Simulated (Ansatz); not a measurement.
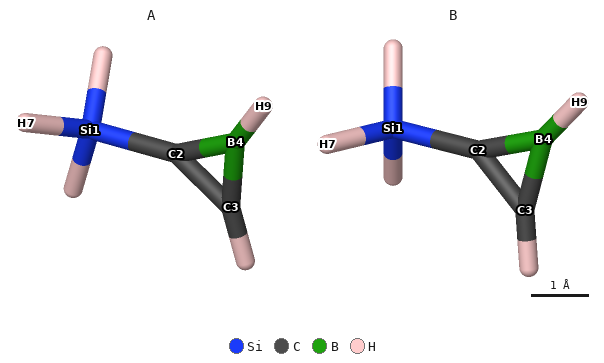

Two geometries of C2H5BSi, drawn at one scale. One is the start of a relaxation, the other its converged end. A stick model, seen from a free direction.

Theory: RKS PBE0-D4/def2-SVP in Ansatz 0.2.0. (no spin polarisation; force threshold 0.015 eV/Å; at most 40 steps)

Q: Which of the two is the end point?

A: Structure A is the relaxed one. The run prepares an end point of a later path (torsion) calculation, from a guessed geometry. Over 12 accepted moves (13 points after the start) the energy falls by 1.63 kcal/mol. The largest force component goes from 1.7 to 0.0099 eV/Å. The line search rejected the trial step at point 3 of the run. The forces were under the threshold at step 8, but the run went on from there. An H atom moves most after the best rigid fit: 0.45 Å. By element the largest moves are H 0.45 Å, C 0.19 Å, B 0.15 Å, Si 0.03 Å. Near-neighbour distances that change, for instance: B–H 1.151 → 1.194 Å, H–Si 1.465 → 1.495 Å, C–H 1.072 → 1.093 Å, B–C 1.501 → 1.490 Å. Bond angles that change, for instance: Si–C–C 138.7° → 142.4°, Si–C–B 159.6° → 155.8°, C–Si–H 109.1° → 111.6°. Groups turn about C–Si by about 30°.
